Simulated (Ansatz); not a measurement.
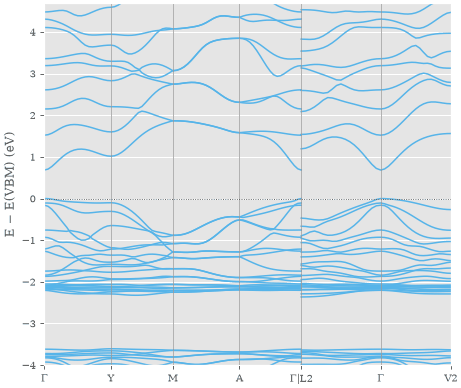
Figure: Band structure from r²SCAN in the plane-wave PAW code Ansatz

Task: Read off the gap and where the band edges lie.

Result: About 0.7 eV (0.68 eV by a search for the band edges); maximum at Γ, minimum at Γ.

The material is Cu₂SiSe₃ in space group Cc (No. 9; Pearson symbol mS24).

The first step of the workflow began from a Materials Project structure, measured or hypothetical; the Crystallography Open Database copy checked does not list it. With Si and Cu taken as one species the cell has the higher symmetry F-43m, so it may be an ordered model of a mixed-site phase. Whether it is the stable phase at ambient conditions was not checked. Symmetry was held in the r²SCAN relaxation; its stability against distortions is not shown here. No spin polarisation was allowed. Scalar-relativistic: spin–orbit coupling is off unless named, which matters more the heavier the elements.

Potentials: the later of the program's two PAW sets.
